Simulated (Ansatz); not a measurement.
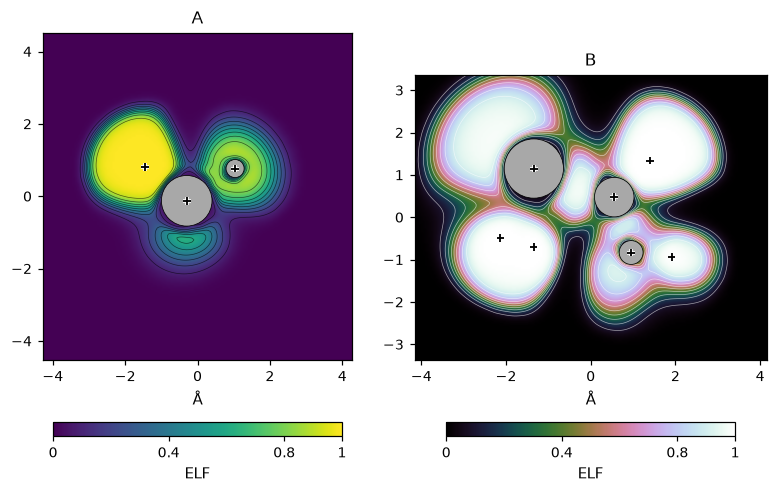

The electron localisation function of 2 systems, each on a plane through atoms (crosses mark nuclei in the plane; grey discs cover the cores).

These are results of UKS PBE0-D4/def2-TZVPP in Ansatz 0.2.0, not measurements.

System 1: H···FH$_{2}$Si···H$_{3}$Si (doublet), the plane of atoms F3, Si2 and H6. A transition-state structure; geometry: PBE0-D4/def2-TZVP.

| atom | x (Å) | y (Å) | z (Å) |
| --- | --- | --- | --- |
| H | 0.1966 | -0.1527 | 0.3381 |
| Si | 0.1308 | -1.5976 | -0.6603 |
| F | -0.6121 | -0.9216 | -1.9139 |
| Si | -0.0521 | 1.5363 | 0.7966 |
| H | -0.7419 | -2.6963 | -0.1631 |
| H | 1.4386 | -2.1203 | -1.1433 |
| H | -1.5129 | 1.8081 | 0.7768 |
| H | 0.5000 | 1.7515 | 2.1611 |
| H | 0.6530 | 2.3928 | -0.1918 |

System 2: BH$_{4}$OSi (doublet), the molecular plane. Geometry: PBE0-D4/def2-TZVP.

```xyz
7

B    -0.5765   -0.1541   -0.3668
Si    0.2276   -1.7365    0.5869
O    -0.0937    1.1244   -0.3727
H    -1.5875   -0.3939   -0.9860
H    -0.6286    1.7333   -0.8899
H     1.2719   -0.2400    0.8897
H     1.6407   -0.8317    1.2994
```

Q: Which map belongs to which system?

A: Panel A is system 1, H···FH$_{2}$Si···H$_{3}$Si: the plane holds Si, F and H. Si–F (1.61 Å): the ELF peaks at about 0.85 in the valence shell of F, 0.6 Å from its nucleus, and is about 0.55 at the midpoint. Panel B is system 2, BH$_{4}$OSi: the plane holds B, Si, O and H. H6···H7 (0.81 Å): the ELF is about 1 at the midpoint.
